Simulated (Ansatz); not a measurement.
# Graphene zigzag nanoribbon, H-capped, B on C sites (72 atoms): geometry optimisation, part 3 of 3

How does graphene zigzag nanoribbon, H-capped, B on C sites (72 atoms) relax, and what do bonds, charges and levels look like afterwards?

Ansatz 0.2.0; Kohn-Sham DFT, LDA, PAW (set soft_2), plane waves.

The cell: 53 C, 7 B and 12 H. The main run has no spin polarisation. Sampling is at Γ alone, for a cell whose periodic width is 15 Å.

So far. Step 3 (Relaxation): The relaxation changed the energy by -95.2 meV/atom, and atoms moved by 0.33 Å r.m.s., 0.88 Å at most.

### Step 5. Single point at the relaxed geometry

One more single point at the end of the walk gives the fuller output and checks the residual forces.

Contents of input.yaml:

```yaml
crystal:
  lattice:
    - [14.76, 0.0, 0.0]
    - [0.0, 21.41183, 0.0]
    - [0.0, 0.0, 10.0]
  atoms:
    - { symbol: C, position: [0.99856, 0.31501, 0.492] }
    - { symbol: C, position: [0.08134, 0.28269, 0.49283] }
    - { symbol: C, position: [0.08148, 0.41367, 0.52197] }
    - { symbol: C, position: [0.99769, 0.38216, 0.50154] }
    [... 62 atom lines left out ...]
    - { symbol: H, position: [0.58326, 0.23161, 0.47301] }
    - { symbol: H, position: [0.49834, 0.77846, 0.47752] }
    - { symbol: H, position: [0.74842, 0.23216, 0.47219] }
    - { symbol: H, position: [0.66689, 0.76452, 0.44109] }
    - { symbol: H, position: [0.91712, 0.23183, 0.47525] }
    - { symbol: H, position: [0.83265, 0.77657, 0.42881] }
kpoints:
  mp_grid: { grid: [1, 1, 1] }
hamiltonian:
  xc: lda
scf:
  occupations: { method: fermi_dirac, width: 0.025 }
output:
  forces: true
  populations: true
  dos:
    method: { smearing: { sigma: 0.15 } }
    de: 0.1
    projected:
      site_lists:
        B: [B]
        C: [C]
        H: [H]
        sheet: [0, 1, 2, 3, 4, 5, 6, 7, 8, 9, 10, 11, 12, 13, 14, 15, 16, 17, 18, 19, 20, 21, 22, 23, 24, 25, 26, 27, 28, 29, 30, 31, 32, 33, 34, 35, 36, 37, 38, 39, 40, 41, 42, 43, 44, 45, 46, 47, 48, 49, 50, 51, 52, 53, 54, 55, 56, 57, 58, 59]
        hydrogen: [60, 61, 62, 63, 64, 65, 66, 67, 68, 69, 70, 71]
  eigenvalues: true
  write_density: true
  write_potential: true
  volumetric_format: npy
  elf: true
```

Started as:

```sh
$ ansatz run input.yaml --threads 4 --pin off --max-ram 8192MiB --backend cpu --events-out ev --progress --plain --runs-dir out
```

What it wrote:

```text
[...]
Crystal: 72 atoms, lattice volume = 3160.386 Å³
Basis set: ecut = 420 eV, 61875 PW (Γ)
Bands: 195, of which v1, the nominal top of the filled ones, is band 123 counted from 1 (122 counted from 0)
Symmetry: 1 space group operations
[...]
k-points: 1
[...]
SCF iter   1: F=—  HF=-14100.577615 eV  |F-HF|=—  |Δ(HF+E_count)|=         —  Δρ=7.08e-3  dr2=5.07e0  ethr=1.77e-3  ⟨swp⟩=7.0  Hψ=992  notcnv=0  defer=57
[...]
SCF iter  22: F=-14099.750535 eV  HF=-14099.750535 eV  |F-HF|=6.74e-8  |Δ(HF+E_count)|=   7.69e-8  Δρ=8.70e-7  dr2=4.43e-8  ethr=4.08e-11  ⟨swp⟩=9.0  Hψ=1158  notcnv=0
SCF 1 converged in 22 iterations: F = -14099.750535 eV  dr2 = 4.43e-8
[...]
WARN: The output density's exchange-correlation potential varies sharply where the density is thin. Do not read a vacuum level from v_tot or v_xc, or from such a field of the output density. On a cell that repeats whose density bears no net charge and no dipole along the vacuum's axis use v_es (v_loc + v_h of the components); [...]
SCF converged after 22 iterations
Free energy (F): -14099.750535 eV
[...]
Internal energy: -14099.703586 eV  (E = F + TS)
E sigma→0 (E₀):  -14099.727060 eV
Entropy (-TS):   -0.046949 eV (-0.652 meV/atom)
Fermi energy:    -3.190830 eV
[...]
--- Forces (eV/Å), atoms counted from 1 ---
  atom   1  C     -0.00728716    -0.00323050    -0.00113384
  atom   2  C      0.00500784     0.01197524     0.00270920
  atom   3  C     -0.00260714     0.00215678     0.00092485
  atom   4  C      0.00293253    -0.00045642    -0.00037674
  atom   5  C     -0.00117044    -0.00850841    -0.00206412
  atom   6  C      0.00035216    -0.00016944     0.00083418
  atom   7  C      0.00110165    -0.00297086    -0.00222054
  atom   8  B     -0.00199027     0.00262338    -0.00005431
  atom   9  C      0.01141701    -0.00903262     0.00287917
  atom  10  C     -0.00088860     0.01144682    -0.00155317
  atom  11  C     -0.00225237    -0.00024773     0.00105032
  atom  12  C     -0.00403803    -0.00052064    -0.00365731
  atom  13  B     -0.00358959    -0.00543294    -0.00153453
  atom  14  C      0.00472067     0.00355329     0.00134126
[...]
atom  71  H     -0.00086275    -0.00432897    -0.00021873
  atom  72  H     -0.00135657     0.01502695    -0.00291222
  max |Σ_I F_I| component: 1.47e-4 eV/Å
--- Band table (eV) ---
[...]
--- Löwdin populations: 72 sites ---
  site symbol       q [e]
     0      C      3.9498
     1      C      4.1008
     2      C      3.9356
[...]
71      H      0.9591
  spilling = 0.011063 (of n_electrons = 245.000000)
```

Run time: 33 s. Hardware: 4 threads of Arm Neoverse V2, shared host; peak memory 2.1 GiB; 2.1 min of CPU time.

The program notes that the exchange-correlation potential is rough where the density is thin.

The run gave:

| Item | Value |
| --- | --- |
| free energy | -14099.7505 eV |
| free energy per atom | -195.8299 eV/atom |
| SCF cycles | 22 |
| r.m.s. force component | 0.0054 eV/Å |
| longest force | 0.0309 eV/Å |
| Fermi energy | -3.191 eV |
| levels partly filled by over 2 per cent | 2 |
| spilling of the projection | 0.01106 |

Löwdin charges by element (they lack the spilled electrons, 0.038 e an atom on average):

| element | coordination | atoms | mean charge (e) | spread | least | most |
| --- | --- | --- | --- | --- | --- | --- |
| B | all | 7 | 0.0986 | 0.0345 | 0.0457 | 0.140 |
| C | all | 53 | -0.0018 | 0.0693 | -0.137 | 0.109 |
| H | all | 12 | 0.176 | 0.06 | 0.0409 | 0.206 |

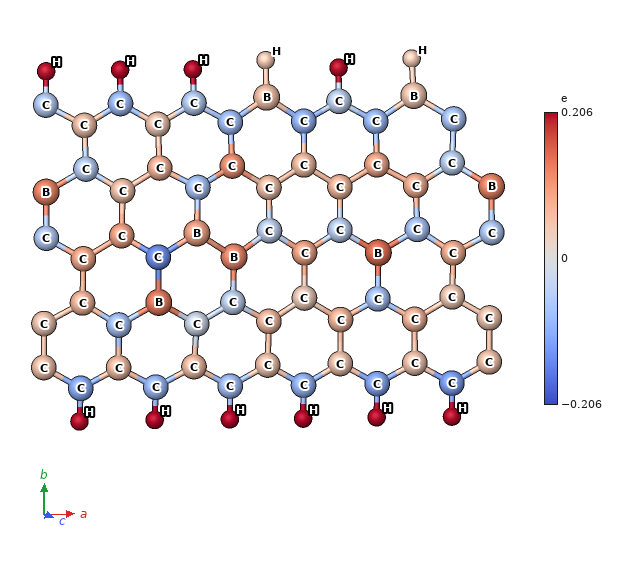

Atoms coloured by Löwdin charge. Some periodic images of atoms are drawn too.

By region:

| region | atoms | mean length of the force (eV/Å) |
| --- | --- | --- |
| sheet | 60 | 0.008 |
| hydrogen | 12 | 0.006 |

Density of states as counts of states in windows of 1 eV (from the Fermi level), total and the larger projections:

| from (eV) | to (eV) | total | sheet | C p | B p | C s |
| --- | --- | --- | --- | --- | --- | --- |
| -18 | -17 | 8.5 | 8.2 | 1.3 | 0.2 | 6.7 |
| -17 | -16 | 6.7 | 6.5 | 1.6 | 0.2 | 4.6 |
| -16 | -15 | 10.1 | 9.7 | 3.1 | 0.3 | 6.2 |
| -15 | -14 | 7.7 | 7.4 | 2.6 | 0.2 | 4.4 |
| -14 | -13 | 13.9 | 13.4 | 5.6 | 0.4 | 7.2 |
| -13 | -12 | 5.2 | 5.0 | 2.1 | 0.2 | 2.5 |
| -12 | -11 | 8.9 | 8.5 | 4.7 | 0.2 | 3.2 |
| -11 | -10 | 14.0 | 13.3 | 8.5 | 0.5 | 4.0 |
| -10 | -9 | 8.5 | 8.0 | 5.4 | 0.3 | 2.1 |
| -9 | -8 | 11.1 | 10.4 | 8.0 | 0.4 | 1.7 |
| -8 | -7 | 13.9 | 12.9 | 10.1 | 0.3 | 1.8 |
| -7 | -6 | 18.5 | 17.1 | 14.4 | 0.6 | 1.5 |
| -6 | -5 | 27.3 | 25.2 | 22.8 | 0.8 | 1.0 |
| -5 | -4 | 23.6 | 22.2 | 20.0 | 1.1 | 0.6 |
| -4 | -3 | 21.0 | 19.8 | 17.1 | 2.0 | 0.4 |
| -3 | -2 | 19.8 | 18.7 | 14.4 | 3.7 | 0.5 |
| -2 | -1 | 18.8 | 18.5 | 16.1 | 2.2 | 0.2 |
| -1 | 0 | 7.2 | 7.2 | 5.3 | 1.8 | 0.1 |
| 0 | 1 | 6.9 | 6.9 | 5.5 | 1.3 | 0.0 |
| 1 | 2 | 2.2 | 2.2 | 1.7 | 0.5 | 0.0 |
| 2 | 3 | 5.8 | 5.7 | 4.9 | 0.8 | 0.0 |
| 3 | 4 | 14.8 | 13.1 | 11.5 | 1.5 | 0.0 |
| 4 | 5 | 21.4 | 9.9 | 7.5 | 1.9 | 0.3 |

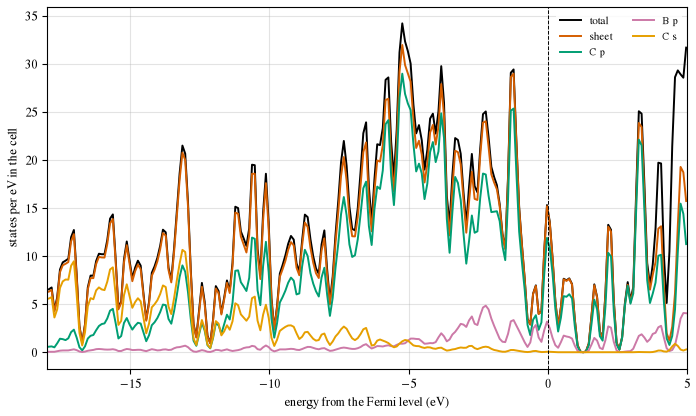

Total and projected density of states, with the broadening of the input.

The levels nearest the highest filled one (over half full), pooled over k-points and spins:

| level less the highest filled one (eV) | occupation |
| --- | --- |
| -1.15 | 2 |
| -1.05 | 2 |
| -0.866 | 2 |
| -0.453 | 2 |
| -0.0589 | 1.86 |
| 0 | 1.13 |
| 0.182 | 0.002 |
| 0.588 | 0 |
| 0.845 | 0 |
| 1.71 | 0 |
| 2.21 | 0 |
| 2.24 | 0 |

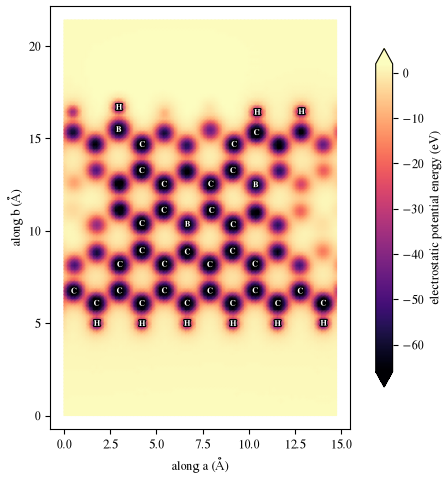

Electrostatic potential energy in the ab plane at fractional z = 0.490, with atoms of C and B and H within 0.2 Å of it. With pseudopotentials it is smooth inside the atoms' cores, unlike the true potential. The map starts off the cell's origin, so that atoms lie inside it.

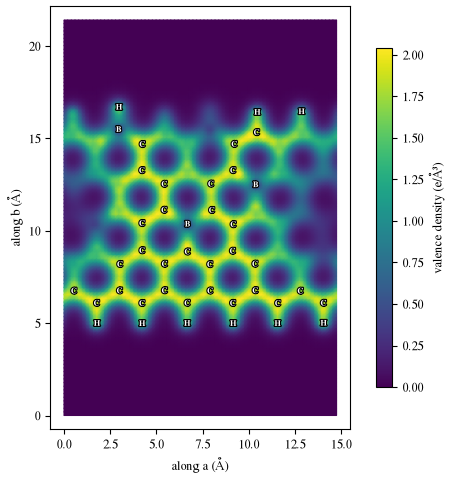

Valence density in the ab plane at fractional z = 0.490, with atoms of C and B and H within 0.2 Å of it. It is the smooth field of the valence electrons, not physical close to the nuclei. The map starts off the cell's origin, so that atoms lie inside it.

Mean Löwdin charges: B +0.10, C -0.00, H +0.18 e (they miss 1.1 % of the electrons, so they add up to more than the cell's charge). Charges this small depend on the projection, at times even in sign. Within 0.4 eV of the Fermi level the largest share is C p (79 % of the projected weight).

Local excerpt of 10 atoms (numbers count through the whole input) about C4, picked at random; x, y, z are measured from there.

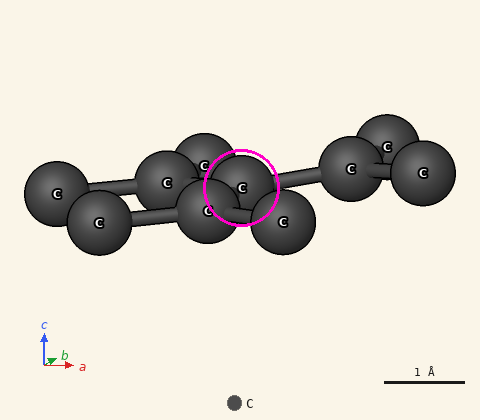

The atoms of the table, within 2.5 Å (arrows a, b, c point along x, y, z); some may hide others; the central atom is ringed.

| atom | x | y | z | distance (Å) | bonds | Löwdin charge (e) |
| --- | --- | --- | --- | --- | --- | --- |
| C4 | 0.00 | 0.00 | 0.00 | 0.00 | 3 | 0.05 |
| C53 | -1.22 | 0.70 | -0.09 | 1.41 | 3 | 0.04 |
| C3 | 1.24 | 0.67 | 0.20 | 1.42 | 3 | 0.06 |
| C1 | 0.01 | -1.44 | -0.10 | 1.44 | 3 | 0.05 |
| C56 | -1.18 | 2.14 | -0.07 | 2.44 | 3 | 0.08 |
| C14 | 2.42 | -0.06 | 0.30 | 2.44 | 3 | -0.07 |
| C54 | -2.44 | -0.03 | -0.18 | 2.45 | 3 | 0.07 |
| C52 | -1.21 | -2.12 | -0.20 | 2.45 | 3 | -0.12 |
| C2 | 1.23 | -2.13 | -0.09 | 2.46 | 3 | -0.10 |
| C6 | 1.25 | 2.12 | 0.28 | 2.47 | 3 | 0.08 |

The column of bonds counts only the pairs C-C within 1.82 Å, C-H within 1.39 Å, C-B within 1.93 Å, H-B within 1.49 Å, B-B within 2.02 Å; other neighbours, such as metal atoms beside each other in a compound, aren't counted, and periodic images can show an atom twice.

### Step 6. Summary of results

```yaml
energy_change_in_the_relaxation: -95.16 meV/atom
r_m_s_displacement: 0.328 Å
largest_displacement: 0.882 Å
free_energy_per_atom: -195.8299 eV/atom
r_m_s_force_component: 0.0054 eV/Å
wall_time_of_the_3_dft_runs: 5.5 min
```

**Reading.** Relaxation lowers the energy by 95.2 meV/atom and moves atoms by 0.33 Å r.m.s.; the r.m.s. force component goes from 1.9 to 0.0054 eV/Å. By the final cutoffs no bond was broken or made. From the first step to the last the energy fell by 6.851 eV, and the largest move was 0.88 Å (C16). The C-B bonds go from 1.412 Å (spread 0.038) to 1.503 Å (spread 0.010). Counting bonds as in the table, all B atoms have 3, all C atoms have 3 and all H atoms have 1 bonded neighbour. No gap is quoted: the electron count is odd and spin is off, so a level is left part filled.

[Logs are printed without paths, hosts, clocks, repeated set-up lines and the standing remarks that a program may print on its own settings, such as how far it seeks lower states.]

[Hosts, paths, dates, database ids (printed as entryN), source tags and the programs' standing remarks are cut or masked in the printed files.]
